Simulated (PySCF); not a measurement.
# C$_{5}$H$_{7}$FO$_{3}$ (SMILES CO/C(F)=C\OC(C)=O): what the fields show

The calculation's input:

```
{"job": {"kind": "uv", "xc": "PBE0", "basis": "def2-SVPD", "nstates": 6, "ntriplets": 2}, "charge": 0, "multiplicity": 1}
C      2.204845     1.258882    -0.516445
O      1.452987     0.471635     0.404259
C      1.384047    -0.830853     0.165737
F      2.556231    -1.416099    -0.188802
C      0.320715    -1.617170     0.313317
O     -0.940488    -1.151134     0.627978
C     -1.444330    -0.108717    -0.068607
C     -2.800310     0.259425     0.463257
O     -0.885429     0.412198    -0.992807
H      2.205386     2.265333    -0.106202
H      3.228332     0.888364    -0.605457
H      1.716250     1.254512    -1.493386
H      0.390801    -2.687983     0.224118
H     -2.786894     0.251763     1.549157
H     -3.085397     1.237316     0.088574
H     -3.524347    -0.478530     0.123900
```

Run with:

```sh
OMP_NUM_THREADS=1 python probes_run.py task.json out
```

Geometry: GFN2-xTB.

Computed with PBE0/def2-SVPD, SCF density, gas phase in PySCF.

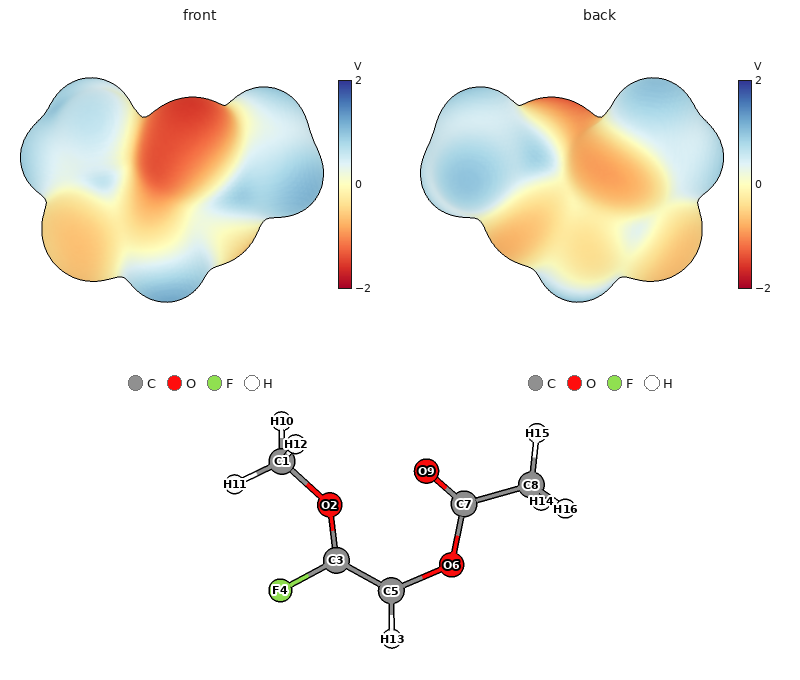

Figure 1. The molecular electrostatic potential painted on the density surface at 0.002 e/bohr³, seen from the front and from behind; red is negative and blue positive. The bare structure is drawn below in the same view.

> Where is the surface potential most negative and most positive?

The most negative region (about −1.5 V) lies over O9, the most positive (about +1.1 V) over H13 and H16. O9 is the likeliest acceptor of a hydrogen bond.

> How polar is the molecule by this calculation?

Its dipole moment is 1.07 D.

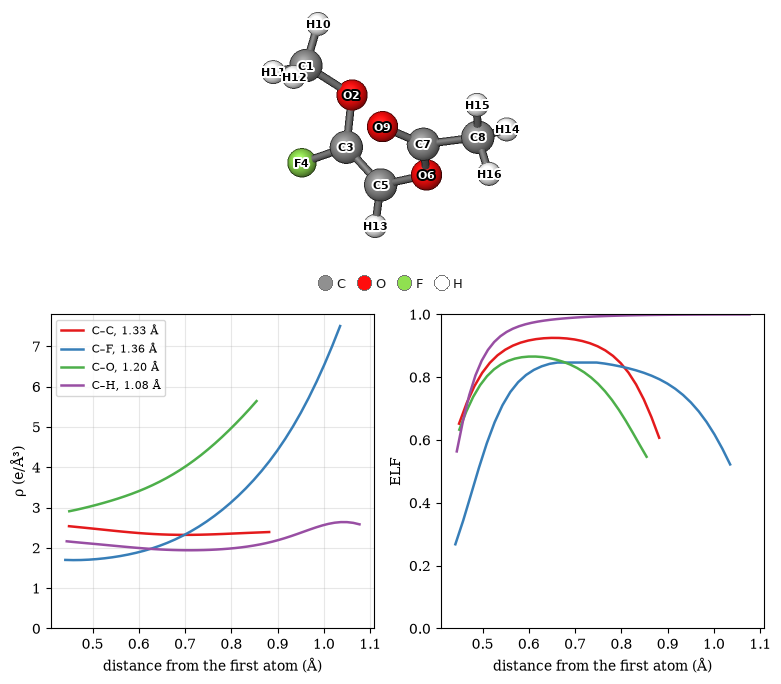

Figure 2. Total electron density and ELF along straight lines between neighbouring atoms. The curves leave out the atomic cores. The structure is drawn too.

> What kind of bonding do the profiles show?

C–C (1.33 Å): the density is about 2.3 e/Å³ at the midpoint; the ELF peaks at about 0.95 between the atoms: a multiple bond.
C–F (1.36 Å): ρ is about 2.2 e/Å³ halfway, with its minimum of 1.7 e/Å³ about 0.5 Å from C; the ELF peaks at about 0.85 between the atoms: a shared but strongly polarised pair.
C–O (1.20 Å): the density is about 3.4 e/Å³ at the midpoint; the ELF peaks at about 0.85 between the atoms; a multiple bond.
C–H (1.08 Å): ρ is about 2.1 e/Å³ halfway; the ELF climbs to about 1 towards the hydrogen, as it does in any bond to H; a covalent bond by its length.
